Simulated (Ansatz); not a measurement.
# ZrH2 (Fm-3m): phonons and vibrational spectra, part 2 of 2

Wanted: phonon frequencies of ZrH2 (Fm-3m) and what follows from them.

Ansatz 0.2.0; DFT PBEsol, scalar-relativistic, plane waves, norm-conserving pseudopotentials.

So far. Step 3 (Relaxing to small forces for the phonons): The forces vanish by symmetry and the pressure is 0.005 GPa, within the tolerances set. The cell now holds 9.01 Å³/atom. The relaxed cell has a = 4.764 Å (conventional setting).

**4. The dispersion**

Stability and thermal properties need the whole zone. Linear response on a 4×4×4 q mesh gives force constants as far as a supercell of that size would.

File input.yaml:

```yaml
crystal:
  lattice:
    - [0.0, 2.3817559003, 2.3817559003]
    - [2.3817559003, 0.0, 2.3817559003]
    - [2.3817559003, 2.3817559003, 0.0]
  atoms:
    - { symbol: Zr, position: [0.0, 0.0, 0.0] }
    - { symbol: H, position: [0.75, 0.75, 0.75] }
    - { symbol: H, position: [0.25, 0.25, 0.25] }
kpoints:
  mp_grid: { grid: [16, 16, 16] }
hamiltonian:
  xc: pbesol
  pseudopotentials: { kind: nc }
scf:
  occupations: { method: methfessel_paxton, width: 0.15 }
output:
  eigenvalues: true
phonons:
  method: dfpt
  qmesh: [4, 4, 4]
  temperatures: { t_max: 1000, t_step: 50 }
  qpath:
    path:
      - [[0.0, 0.0, 0.0], [0.5, 0.0, 0.5], [0.625, 0.25, 0.625]]
      - [[0.375, 0.375, 0.75], [0.0, 0.0, 0.0], [0.5, 0.5, 0.5], [0.5, 0.25, 0.75], [0.5, 0.0, 0.5]]
    npoints: 10
```

The run is started by

```
$ ansatz run input.yaml --threads 4 --pin off --max-ram 7168MiB --backend cpu --events-out ev --progress --plain --runs-dir out
```

Numbers of over 12 decimals in the logs are rounded to 6 here.

The program printed:

```text
Warning: phonons: the dynamical matrix that this run interpolates holds no multipole term above the dipole-dipole one, and a site of this crystal is no centre of inversion, so its interpolated transverse optical and acoustic branches and sound speeds can stay off near Gamma, and the density of states and the thermodynamics with them. What a run solves at a wave vector of phonons.qpoints, Gamma apart, where the deck admits one, is free of this, and under fd what a larger phonons.supercell samples
[...]
Crystal: 3 atoms, lattice volume = 27.022 Å³
Basis set: ecut = 979.609905 eV, 1893 PW (Γ), exchange–correlation on 72×72×72 points (8 copies of the dense FFT grid, shifted against one another)
Bands: 11, of which v1, the nominal top of the filled ones, is band 7 counted from 1 (6 counted from 0)
Symmetry: 48 space group operations
k-points: 145 of 4096
[...]
SCF iter   1: F=—  HF=-1410.594876 eV  |F-HF|=—  |Δ(HF+E_count)|=         —  Δρ=7.51e-2  dr2=1.46e0  ethr=3.10e-3  ⟨swp⟩=6.0  Hψ=10408  notcnv=0
[...]
SCF iter   8: F=-1410.014170 eV  HF=-1410.014170 eV  |F-HF|=4.55e-13  |Δ(HF+E_count)|=  7.50e-11  S|Δr|=    0.00e0  Δρ=1.54e-7  dr2=1.14e-12  ethr=1.00e-12  ⟨swp⟩=8.4  Hψ=10073  notcnv=0
SCF 1 converged in 8 iterations: F = -1410.014170 eV  dr2 = 1.14e-12
[...]
SCF iter   1: F=—  HF=-1410.014171 eV  |F-HF|=—  |Δ(HF+E_count)|=         —  Δρ=2.34e-7  dr2=8.41e-12  ethr=5.85e-8  ⟨swp⟩=4.7  Hψ=16630  notcnv=0
eigensolver tolerance schedule: the retry pair's looser diagonalisation over-reported the residual by 973498.77 of it (diagonalisation noise at an unbounded share of the residual, at the tolerance the schedule requests for it); recorded, not acted on — ethr = c·dr2/N_el stays at c = 1.0e-1
[...]
SCF iter   2: F=—  HF=-1410.014170 eV  |F-HF|=—  |Δ(HF+E_count)|=   5.65e-7  S|Δr|=    0.00e0  Δρ=1.36e-7  dr2=3.64e-12  ethr=1.00e-12  ⟨swp⟩=8.3  Hψ=8560  notcnv=0
SCF iter   3: F=-1410.014170 eV  HF=-1410.014170 eV  |F-HF|=2.27e-13  |Δ(HF+E_count)|=  4.55e-13  S|Δr|=    0.00e0  Δρ=8.65e-8  dr2=1.05e-12  ethr=1.00e-12  ⟨swp⟩=1.0  Hψ=3788  notcnv=0
SCF 2 converged in 3 iterations: F = -1410.014170 eV  dr2 = 1.05e-12
phonons: the bands overlap, so this run is a metal and interpolates without the dipole-dipole term. If the crystal is really an insulator or semiconductor, its LO-TO splitting is missing
NSCF: frozen V_eff on 145 k-points
WARN: eigensolver did not converge in 12 slots of this pass, the one above among them; of largest residual over every band (k=64): 1 band(s) unlocked (lowest unlocked band 10, counted from 0; max residual 1.46e-2 eV among the unlocked bands, 1.46e-2 eV over every band); of lowest unlocked band (k=30): band 10
[...]
DFPT response loops at q = (0, 0, 0) (fractional): preconditioner auto → Kerker (q_TF=auto, 2.445 Å⁻¹) (partly filled bands, converged f_vac=0.000); β = 1.00, the filter's whole step (`scf.mixing.beta` (0.50) is not read by the response loops under this deck's `scf.mixing.preconditioner`; to damp them name `kerker` or `kerker_dos`, under which they read `scf.mixing.beta`, and type it under 1.00, their step now; both keys bind the ground state too); Broyden in place of MSR1
[...]
phonons.qmesh, q = [0.0000, 0.2500, -0.5000]: its response loops start from zero, take more passes and end by a threshold: the memory limit or budget leaves too little room for the subspace of the ground state's own states beside the solves, or none could be made (phonons.method)
[...]
SCF converged after 8 iterations
[...]
Free energy (F): -1410.014170 eV
[...]
Internal energy: -1410.012470 eV  (E = F + TS)
E sigma→0 (E₀):  -1410.013745 eV
Entropy (-TS):   -0.001700 eV (-0.567 meV/atom)
Fermi energy:    13.179639 eV
[...]
--- Band table (eV; the first three rows and the last of 145) ---
  k-point 0: bands = [... 3 lower, -13.6809, 3.4394, 11.9253, 12.8316, 12.8316, 12.8316, 15.5269, 15.5269]
  k-point 1: bands = [... 3 lower, -13.6844, 3.5412, 11.1373, 12.8856, 12.8856, 13.7449, 15.4725, 15.4725]
  k-point 2: bands = [... 3 lower, -13.6944, 3.8330, 10.1744, 13.0266, 13.0266, 15.0663, 15.3530, 15.3530]
  k-point 144: bands = [... 3 lower, -13.9311, 7.5040, 7.5040, 10.8502, 14.2805, 17.2055, 18.6382, 18.6382]
--- Phonons (Γ-DFPT): 2 representative perturbations + reference (Σ response iterations 6) ---
  ASR residual: 2.042e-4 → 0.000e0 eV/Å²; symmetrization residual: 6.934e-7 eV/Å²
  ASR residual per site (eV/Å²): 2.04e-4 2.16e-6 2.16e-6
  Γ frequencies (cm⁻¹): 0.00 0.00 0.00 1083.02 1083.02 1083.02 1228.79 1228.79 1228.79
--- Phonons (arbitrary-q DFPT): 8 irreducible q on the 4×4×4 mesh ---
  q = [0.0000, 0.0000, 0.0000] (star 1, of the zone-centre solve; hermiticity 1.63e-7, symmetrization 3.13e-15): -0.00 -0.00 0.00 1083.02 1083.02 1083.02 1228.79 1228.79 1228.79
  q = [0.0000, 0.0000, 0.2500] (star 8, 2 solved perturbations on 2176 of 4096 k-point pairs; hermiticity 4.73e-8, symmetrization 3.32e-14, the responses' own estimated error 7.8e-6 eV/Å²): 60.16 60.16 162.23 1095.02 1095.02 1166.60 1221.69 1234.28 1234.28
[...]
q = [0.0000, 0.2500, 0.2500] (star 6, 4 solved perturbations in 3616 linear systems a pass and spin channel, the states on 1160 of 4096 k-point pairs; hermiticity 4.45e-8, symmetrization 3.56e-14, the responses' own estimated error 8.0e-6 eV/Å²): 83.10 83.10 174.69 1104.64 1104.64 1173.86 1210.70 1250.30 1250.30
[...]
sum rule: each row above includes the acoustic sum rule's correction from the zone centre's row sums; it moved no ω² by more than (0.78 cm⁻¹)²
  mesh force constants: q→R imaginary residual 1.62e-18; ASR residual 2.042e-4 → 0.000e0 eV/Å²; symmetrization residual 1.599e-14 eV/Å²
  interpolated dispersion: 62 rows × 9 modes
  density of states and harmonic sums: on the 24×24×24 q-mesh, interpolated from the force constants of a 4×4×4 supercell (no non-analytic term)
  largest difference from the sums on the solved wave vectors: F 1.03e-2 eV, S 1.22e-5 and C_V 2.09e-6 eV/K
  zero-point energy: 0.471650 eV/cell   skipped modes (ω ≤ 0): 22, of them read as no rigid motion or as one in doubt: 19 (2.402e-2 modes/cell left out, lowest -17.95 cm⁻¹)   left out of the sums: 2.69e-3 of the cell's modes: C_V's classical limit lies that fraction below 3 k_B per atom; for a crystal, a wire or a layer, F and S can be off by more, and a phonons.interpolated_qmesh denser along its periods is the remedy for the sampling
```

The job ended after 30 min (4 threads of Arm Neoverse N1, shared host; peak memory 5.7 GiB; 1.6 h of CPU time).

This step gave:

```yaml
sum_rule_residual_before_enforcement: 2.04e-4 eV/Å²
lowest_frequency_on_the_path: -17.35 cm⁻¹
point_group: m-3m
highest_frequency_on_the_path_or_at_a_solved_wavevector: 1299 cm⁻¹
highest_optical_mode_at_the_zone_centre_no_lo_to_term: 1229 cm⁻¹
lowest_optical_zone_centre_mode: 1083 cm⁻¹
lowest_mode_on_the_q_mesh_acoustic_modes_at_gamma_apart: 60.16 cm⁻¹
```

Frequencies (cm⁻¹) solved at each irreducible wavevector; negative means imaginary. Frequencies by wavevector, by row:

```csv
q in reciprocal lattice units,star,mode 1,mode 2,mode 3,mode 4,mode 5,mode 6,mode 7,mode 8,mode 9
0 0 0,1,0,0,0,1083,1083,1083,1229,1229,1229
0 0 0.25,8,60.2,60.2,162.2,1095,1095,1167,1222,1234,1234
0 0 -0.5,4,129.2,129.2,254,1123,1123,1179,1238,1238,1239
0 0.25 0.25,6,83.1,83.1,174.7,1105,1105,1174,1211,1250,1250
0 0.25 -0.5,24,147.6,155.5,233.8,1143,1149,1157,1217,1227,1274
0 0.25 -0.25,12,98.4,160.3,211.2,1128,1134,1174,1222,1223,1256
0 -0.5 -0.5,3,165.1,165.1,258.2,1131,1196,1196,1202,1202,1272
0.25 -0.5 -0.25,6,152.8,211.3,211.3,1122,1169,1192,1205,1205,1299
```

Interpolated from a 4×4×4 q mesh. Phonon branches along the path, in cm⁻¹:

```csv
point,branch 1,branch 2,branch 3,branch 4,branch 5,branch 6,branch 7,branch 8,branch 9
Γ,0,0,0,1083,1083,1083,1229,1229,1229
X,165,165,258,1131,1196,1196,1202,1202,1272
U,158,186,231,1131,1172,1182,1192,1213,1296
jump to K,158,186,231,1131,1172,1182,1192,1213,1296
Γ,0,0,0,1083,1083,1083,1229,1229,1229
L,129,129,254,1123,1123,1179,1238,1238,1239
W,153,211,211,1122,1169,1192,1205,1205,1299
X,165,165,258,1131,1196,1196,1202,1202,1272
```

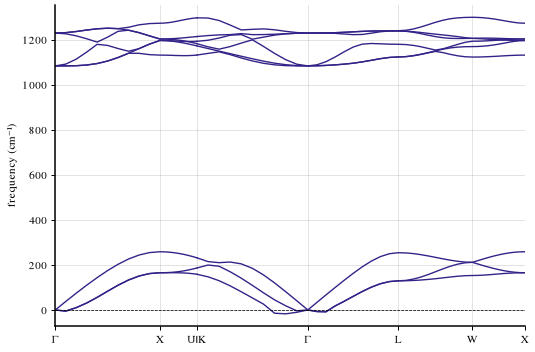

Phonon branches along the path.

The phonon density of states has structure finer than the step of the table below, so its rows give means over 100 cm⁻¹, whole bins alone (the curve runs from -10 to 1310 cm⁻¹). Peaks (cm⁻¹: height): 150.0: 0.0253, 230.0: 0.0227, 1130.0: 0.0406, 1230.0: 0.0579.

Tetrahedra on a 24×24×24 mesh, mean over bins of 20 cm-1. Interpolated from a 4×4×4 q mesh. Table of phonon density of states by wavenumber; means over each step:

| wavenumber (cm⁻¹) | phonon density of states (1/cm⁻¹/cell) |
| --- | --- |
| 100 | 0.0124 |
| 200 | 0.0155 |
| 300 | 6.1e-4 |
| 400 | 0 |
| 500 | 0 |
| 600 | 0 |
| 700 | 0 |
| 800 | 0 |
| 900 | 0 |
| 1000 | 0 |
| 1100 | 0.0171 |
| 1200 | 0.0352 |

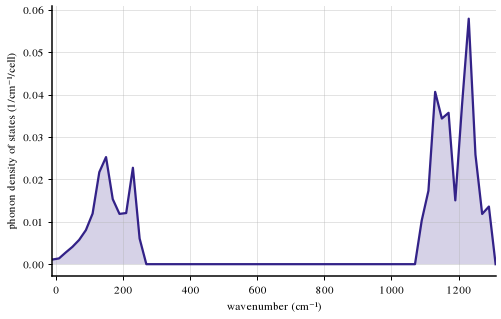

Phonon density of states, plotted against wavenumber.

The partial phonon density of states has structure finer than the step of the table below, so its rows give means over 50 cm⁻¹, whole bins alone (the curve runs from -27.9 to 1347 cm⁻¹). Peaks (cm⁻¹: height): H 1139.6: 0.0385, 1226.1: 0.0540; Zr 145.1: 0.0243, 231.6: 0.0195.

Phonopy on the run's constants, 21x21x21 mesh, Gaussian sigma 9.8 cm-1. Interpolated from a 4×4×4 q mesh. The partial phonon density of states by wavenumber; means over each step; values in 1/cm⁻¹/cell:

```csv
wavenumber (cm⁻¹),H,Zr
0,2.3e-5,0.00124
50,7.2e-5,0.00415
100,1.4e-4,0.0107
150,1.9e-4,0.0207
200,6.4e-5,0.0137
250,1.8e-5,0.00893
300,0,1.4e-5
350,0,0
400,0,0
450,0,0
500,0,0
550,0,0
600,0,0
650,0,0
700,0,0
750,0,0
800,0,0
850,0,0
900,0,0
950,0,0
1000,0,0
1050,3.6e-4,5.8e-6
1100,0.0151,1.9e-4
1150,0.0355,2.2e-4
1200,0.0317,6.8e-5
1250,0.0302,2.1e-5
1300,0.00663,3.2e-6
```

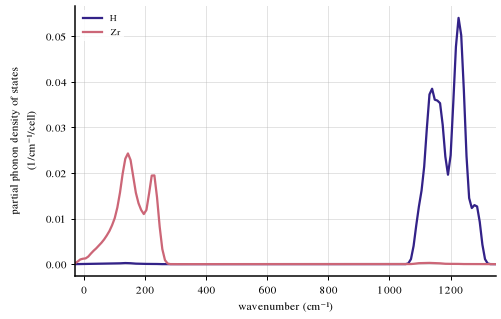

Partial phonon density of states, plotted against wavenumber.

Symmetry leaves 8 wavevectors to solve. The lowest mode among them, the acoustic zeros apart, lies at q = (0, 0, 0.25) and is real, 60.2 cm⁻¹. Between them the interpolated path dips to 17i cm⁻¹.

**5. Another isotope, element H, natural mass 1.008 amu**

An isotope changes the mass and not the force constants, so no new electronic calculation is needed; the shifts show which modes move this element.

The same force constants with the mass of H changed from 1.008 to 2.014 u (phonopy, no LO-TO term). Both lists are sorted by frequency; levels can cross, so a row need not hold one and the same mode. Modes under 3 cm⁻¹ are left out. Isotope shifts, by row:

```csv
q,rank,natural mass (cm⁻¹),changed mass (cm⁻¹)
0 0 0,4,1083,774.4
0 0 0,5,1083,774.4
0 0 0,6,1083,774.4
0 0 0,7,1229,869.3
0 0 0,8,1229,869.3
0 0 0,9,1229,869.3
0 0 0.25,1,60.16,59.64
0 0 0.25,2,60.16,59.64
0 0 0.25,3,162.2,161.5
0 0 0.25,4,1095,781.2
0 0 0.25,5,1095,781.2
0 0 0.25,6,1167,828.6
0 0 0.25,7,1222,864.7
0 0 0.25,8,1234,873.3
0 0 0.25,9,1234,873.3
0 0 -0.5,1,129.2,128.5
0 0 -0.5,2,129.2,128.5
0 0 -0.5,3,254,253.9
0 0 -0.5,4,1123,798.7
0 0 -0.5,5,1123,798.7
0 0 -0.5,6,1179,834.3
0 0 -0.5,7,1238,875.9
0 0 -0.5,8,1238,875.9
0 0 -0.5,9,1239,876.7
0 0.25 0.25,1,83.1,82.55
0 0.25 0.25,2,83.1,82.55
0 0.25 0.25,3,174.7,173.9
0 0.25 0.25,4,1105,786.7
0 0.25 0.25,5,1105,786.7
0 0.25 0.25,6,1174,830.4
0 0.25 0.25,7,1211,860.2
0 0.25 0.25,8,1250,884.5
0 0.25 0.25,9,1250,884.5
```

A mode of this element alone would shift by -29.26 %. The highest zone-centre frequency without the field goes from 1228.8 to 869.3 cm⁻¹ (-29.3 %). The product of the frequency ratios over all optical modes at Γ is 0.129; the product rule, (m/m′)^(3k/2) (M′/M)^(3/2) with k = 2 such atoms and M the mass of the cell, gives 0.129.

**6. Another isotope, element Zr, natural mass 91.222 amu**

The same for Zr, from 91.22 to 95.91 u.

A mode of this element alone would shift by -2.47 %. The highest zone-centre frequency without the field goes from 1228.8 to 1228.8 cm⁻¹ (+0.0 %). The product of the frequency ratios over all optical modes at Γ is 0.998; the product rule, (m/m′)^(3k/2) (M′/M)^(3/2) with k = 1 such atoms and M the mass of the cell, gives 0.998.

**7. What came out**

| Property | Result |
| --- | --- |
| space group after relaxation (within 0.01 Å) | Fm-3m |
| volume per atom | 9.01 Å³ |
| electronic character | no gap on this mesh |
| highest optical mode at the zone centre (no LO-TO term) | 1229 cm⁻¹ |
| lowest optical zone-centre mode | 1083 cm⁻¹ |
| lowest mode on the q mesh (acoustic modes at Γ apart) | 60.2 cm⁻¹ |
| highest frequency on the path or at a solved wavevector | 1299 cm⁻¹ |
| imaginary modes on the 4×4×4 q mesh | none |

What this shows: No mode is imaginary at the 8 irreducible wavevectors solved, but between them the interpolated path dips to 17.3i cm⁻¹, so stability is not settled. The optical modes at Γ span 1083 to 1229 cm⁻¹. The interpolated path dips to 17i cm⁻¹ between the solved wavevectors, which may come from the interpolation; a denser q mesh would tell. With no gap, or one that is small against the smearing, the frequencies hang on the k mesh and the smearing, most of all near Kohn anomalies. A phonon run warned that its eigensolver left some bands unconverged in a pass. These are harmonic frequencies at zero temperature: anharmonic shifts, linewidths and thermal expansion are left out.

[Logs are printed without paths, hosts, clocks, repeated set-up lines and the standing remarks that a program may print on its own settings, such as how far it seeks lower states.]

[Hosts, paths, dates, database ids (printed as entryN), source tags and the programs' standing remarks are cut or masked in the printed files.]
